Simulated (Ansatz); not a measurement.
## Electronic structure of ClGeH₄OP···H₂ in real space

```xyz
10

Ge   -0.6203   -0.1706   -0.4776
H     0.2185    0.1320    2.1369
O     1.0424   -0.1015    0.1685
H     1.5152   -0.9409    0.0792
H    -0.7770    1.0602   -1.3897
Cl   -0.6552   -1.9559   -1.7551
P    -2.2711   -0.2889    1.1022
H    -3.1980   -0.7982    0.1338
H    -1.8847   -1.5965    1.5353
H    -0.2383    0.2284    2.6836
```

Not at a stationary point (largest force 1.8 eV/Å).

All numbers below come from RKS B3LYP-D4/def2-SVP in Ansatz.

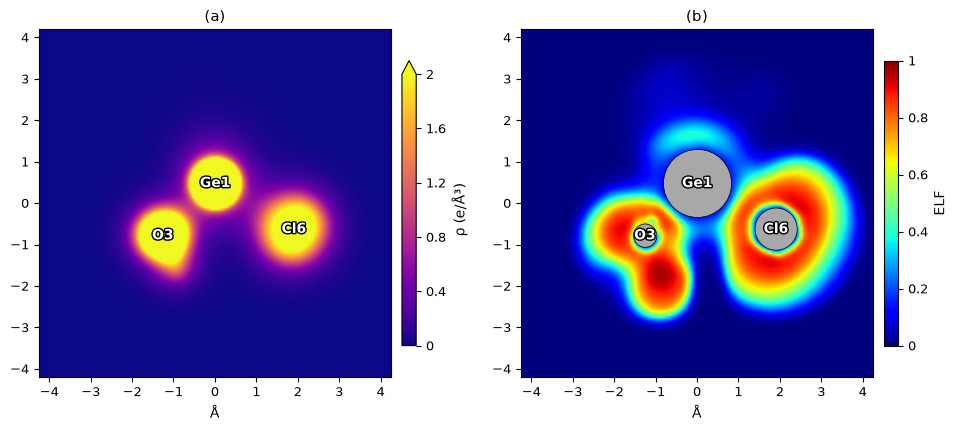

Figure 1. (a) electron density; (b) ELF on the plane of atoms O3, Ge1 and Cl6. Grey discs cover the atomic cores in the ELF map.

**What does the map show?**

Atoms in the plane: Ge, O and Cl. Ge–O (1.79 Å): the density is about 0.95 e/Å³ at the midpoint; the ELF peaks at about 0.85 in the valence shell of O, 0.6 Å from its nucleus, and is about 0.35 at the midpoint. Ge–Cl (2.20 Å): ρ at the midpoint is about 0.67 e/Å³; the ELF peaks at about 0.85 in the valence shell of Cl, 0.9 Å from its nucleus, and is about 0.65 at the midpoint. The ELF also peaks beside Cl6 and O3, away from the bonds: lone-pair regions.

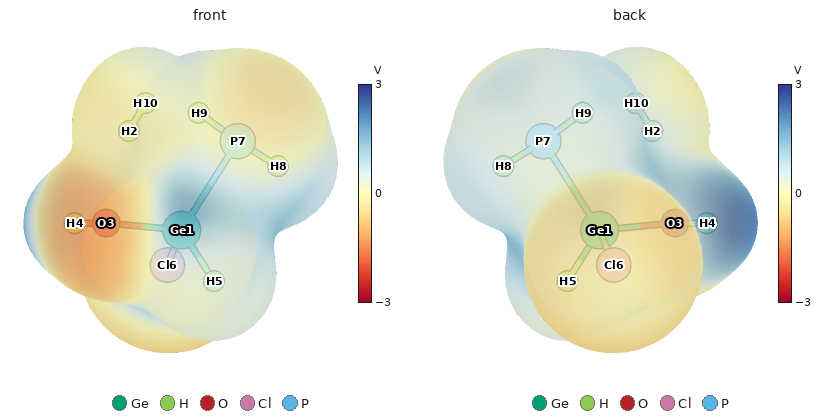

Figure 2. The molecular electrostatic potential painted on the density surface at 0.002 e/bohr³, seen from the front and from behind; red is negative and blue positive.

**Describe the electrostatic potential map.**

The most negative region (about −1.3 V, or −30 kcal/mol for a unit charge) lies over O3, the most positive (about +2.4 V, or +55 kcal/mol for a unit charge) over H4. O3 is the likeliest acceptor of a hydrogen bond.

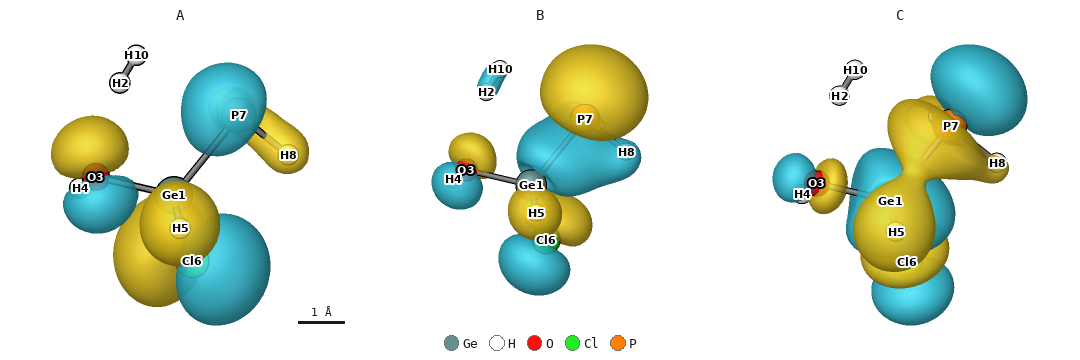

Figure 3. Three frontier orbitals at ±0.08 Å⁻³ᐟ² (yellow and cyan are the two phases), in no order.

**Which picture is the HOMO−1, the HOMO and the LUMO?**

A is the HOMO−1 (−8.44 eV). It lies mainly on Cl6 (about 55 %), O3 (about 20 %), P7 (about 10 %) and Ge1 (about 10 %). B is the HOMO (−7.48 eV). By Hirshfeld shares it lies mainly on P7 (about 55 %), Cl6 (about 20 %), Ge1 (about 10 %) and O3 (about 10 %); largely a combination of lone pairs on P7, Cl6 and O3. C is the LUMO (−0.61 eV). By Hirshfeld shares it lies mainly on Ge1 (about 30 %), P7 (about 30 %), Cl6 (about 20 %), O3 (about 5 %) and H5 (about 5 %).

**What is the HOMO–LUMO gap?**

6.87 eV between the orbital energies.
